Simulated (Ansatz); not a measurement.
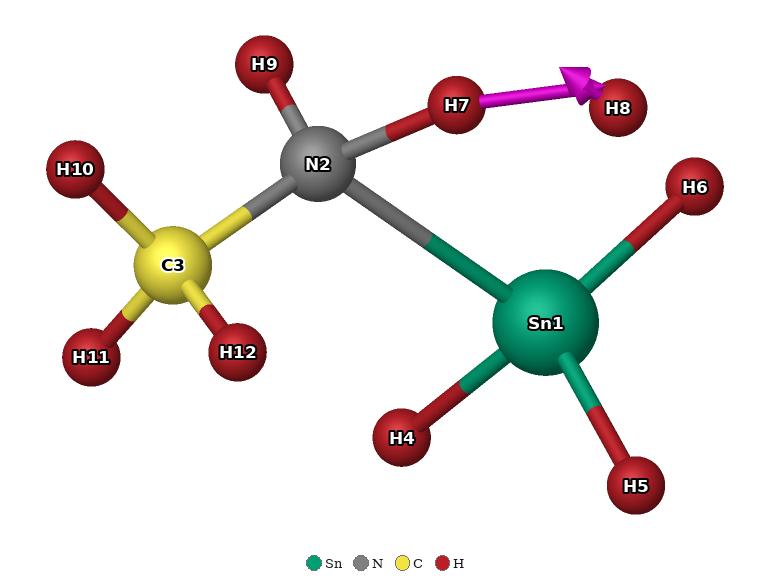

The arrows show one normal mode. Harmonic vibrations computed with RKS PBE0-D4/def2-SVP, core potentials on Sn (Ansatz 0.2.0) at a stationary point of the same level. It is a saddle point of order 1.

Describe the motion.

Answer. Mostly N–H stretching.

Estimate its harmonic wavenumber.

Answer. 1505i cm⁻¹; it is mode 1 of 30 counted from the lowest.
